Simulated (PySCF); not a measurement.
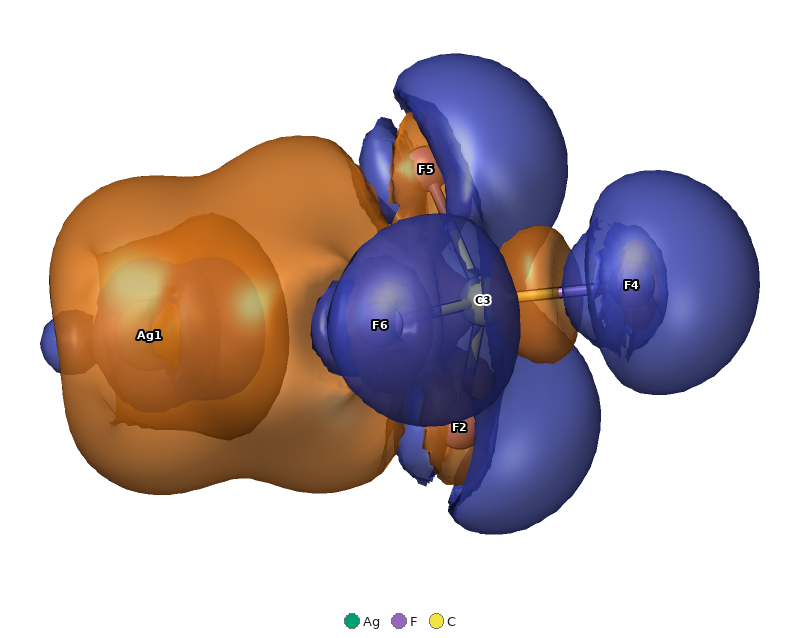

*CAgF4, charge +1, SMILES `[Ag+].FC(F)(F)F`. Density of the complex less the densities of the two fragments at the same geometry, ±0.006 e/Å³ (orange: gain, blue: loss). Fragment A: Ag(+1) (atom 1); fragment B: CF4.*

PySCF calculation, BP86/def2-SVP, gas phase; geometry: GFN2-xTB. Core potentials replace the inner electrons of Ag; spin–orbit coupling isn't included. GFN2-xTB bond lengths at metals and heavier atoms can be off by up to 0.1 Å and shapes distorted, which carries into these values.

The calculation's input:

```python
import numpy as np
from pyscf import gto, scf, dft
from pyscf.scf import atom_ks, atom_hf
from scipy.linalg import block_diag
from pyscf.dispersion import dftd3

def solve(mol, dm0=None, hcore=None):
    mf = (dft.UKS if mol.spin else dft.RKS)(mol, xc='bp86')
    mf.grids.level = 3
    mf = mf.density_fit(auxbasis='def2-universal-jkfit')
    mf.conv_tol, mf.max_cycle = 1e-8, 80
    if hcore is not None:
        mf.get_hcore = lambda *args: hcore
    mf.kernel(dm0)
    if not mf.converged:
        mf = mf.newton().run(mf.mo_coeff, mf.mo_occ, max_cycle=30)
    assert mf.converged, 'SCF not converged'
    return mf

mol = gto.M(atom='''
Ag    -1.31565    -0.00003     0.00000
F      1.01416    -0.69619    -1.00836
C      1.53461    -0.00019     0.00000
F      2.80555     0.00019    -0.00004
F      1.01365     1.22168    -0.09855
F      1.01417    -0.52540     1.10697
''', basis='def2-svp', ecp={'Ag': 'def2-svp'}, charge=1, spin=0, verbose=4)
mol_a = gto.M(atom='''
Ag    -1.31565    -0.00003     0.00000
ghost-F      1.01416    -0.69619    -1.00836
ghost-C      1.53461    -0.00019     0.00000
ghost-F      2.80555     0.00019    -0.00004
ghost-F      1.01365     1.22168    -0.09855
ghost-F      1.01417    -0.52540     1.10697
''', basis='def2-svp', ecp={'Ag': 'def2-svp'}, charge=1, spin=0, verbose=4)
mol_b = gto.M(atom='''
ghost-Ag    -1.31565    -0.00003     0.00000
F      1.01416    -0.69619    -1.00836
C      1.53461    -0.00019     0.00000
F      2.80555     0.00019    -0.00004
F      1.01365     1.22168    -0.09855
F      1.01417    -0.52540     1.10697
''', basis='def2-svp', charge=0, spin=0, verbose=4)
ab, a, b = solve(mol), solve(mol_a), solve(mol_b)
e_int = ab.e_tot - a.e_tot - b.e_tot
print('counterpoise-corrected interaction energy / kcal/mol', e_int * 627.5095)
def disp(atoms, charge):
    m = gto.M(atom=atoms, charge=charge, basis='sto-3g', spin=None, unit='Bohr', verbose=0)
    return dftd3.DFTD3Dispersion(m, xc='bp86', version='d3bj').get_dispersion()['energy']
e_disp = disp(mol._atom, mol.charge) - disp(mol._atom[:1], mol_a.charge) - disp(mol._atom[1:], mol_b.charge)
print('D3(BJ) part / kcal/mol', e_disp * 627.5095)
# spherically averaged free atoms, for the promolecule
atom_ks.AtomSphAverageRKS.init_guess_by_vsap = lambda self, mol=None: self.init_guess_by_minao(mol)  # core potentials
atm = atom_ks.get_atm_nrks(mol, xc='bp86')
pro = block_diag(*[(atm[a[0]][2] * atm[a[0]][3]) @ atm[a[0]][2].T for a in mol._atom])
np.savez('result.npz', e_int=e_int, e_disp=e_disp, dm_a=a.make_rdm1(), dm_b=b.make_rdm1(), c=ab.mo_coeff, occ=ab.mo_occ, eps=ab.mo_energy, pro=pro, d=[f.dip_moment(verbose=0) for f in (ab, a, b)])
```

Command:

```sh
OMP_NUM_THREADS=1 python input.py
```

The run took 26 s on 1 thread of Intel(R) Xeon(R) Platinum 8488C (Sapphire Rapids) (shared host), peak memory 0.42 GiB.

Partitions, critical points and surface values were worked out afterwards from this run's density.

### Which way does charge flow?

Hirshfeld charges show 0.095 e passing from B to A. By Hirshfeld charges, electrons gather most on Ag1 (−0.095 e) and leave F4 most (+0.047 e); 0.21 e is displaced in all.

### What is the interaction energy, and which contacts carry it?

The counterpoise-corrected interaction energy of the frozen fragments is −8.3 kcal/mol without dispersion correction and −10.8 kcal/mol with D3(BJ). D3 uses neutral-atom coefficients and tends to overbind metal cations. The pair geometry is semi-empirical, not a minimum at this level. Contacts: Ag1···F5, 2.63 Å, ρ = 0.023 a.u.; Ag1···F2, 2.63 Å, ρ = 0.023 a.u.; Ag1···F6, 2.63 Å, ρ = 0.023 a.u. The pose is a local one from a semi-empirical search, not shown to be the most stable.
